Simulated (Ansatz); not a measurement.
**A substitution series on Si: F to I**

On one Si centre, n of the F ligands are replaced by I. The atomisation energy (no zero-point term) y in kJ/mol at CCSD(T)/def2-TZVPP. Shapes, held fixed at every level: PBE0-D4/def2-TZVP. Programs: Ansatz 0.2.0.

```
molecule  n  y (kJ/mol)
    SiF4  0        2325
   SiIF3  1        1994
  SiI2F2  2           ?
    SiI4  4        1057
```

Q: Fit y = c + s·n to the known rows and predict SiI2F2.

A: 
1. Means of the 3 rows: n = 1.66667, y = 1792.0.
2. Σ(Δn)² = 8.6667, Σ(Δn·Δy) = -2738, so the slope is -2738/8.6667 = -315.92.
3. Intercept: 1792.0 − (-315.92) × 1.66667 = 2318.5. The largest residual of the fit is 8.6.
4. SiI2F2: 2318.5 + (-315.92) × 2 = 1687 kJ/mol.

The run gave 1671 kJ/mol, so the prediction is off by +16 kJ/mol, more than the scatter of the fit. The steps per swap are -331, -323, -307 kJ/mol. The slope is the difference between a Si–I and a Si–F bond. Other levels give for SiI2F2: B3LYP-D4/def2-TZVPP 1692; BHLYP-D4/def2-TZVPP 1630; PBE0-D4/def2-TZVPP 1713 kJ/mol. Spin-orbit coupling of the free atoms (F 2, I 30 kJ/mol each; the atoms kept shift only the intercept) is left out. For atoms past krypton def2 sets carry core potentials with scalar relativity. Correlated rows may include outer-core shells of I, which these sets cover unevenly.

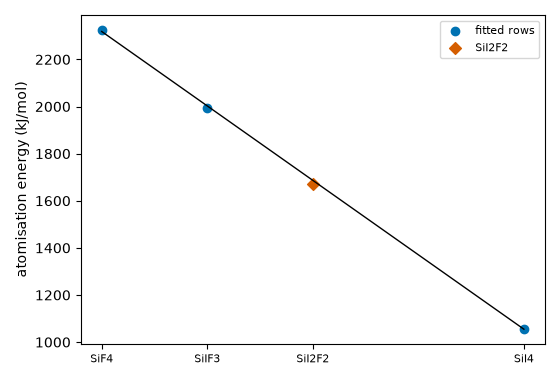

The fitted line, with the withheld member.
